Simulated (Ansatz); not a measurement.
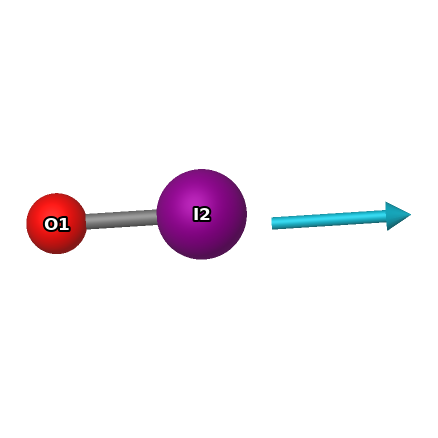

The arrow beside the molecule shows the direction of the dipole moment, from the negative to the positive end (its length means nothing). The species is neutral and a spin doublet. Computed geometry: PBE0-D4/def2-TZVP optimisation. Properties computed with UKS PBE0-D4/def2-TZVP, core potentials on I (Ansatz 0.2.0).

How large is the dipole moment?

Answer. 2.36 D; it points from the side of O1 to the side of I2 (the outermost atoms at the two ends).
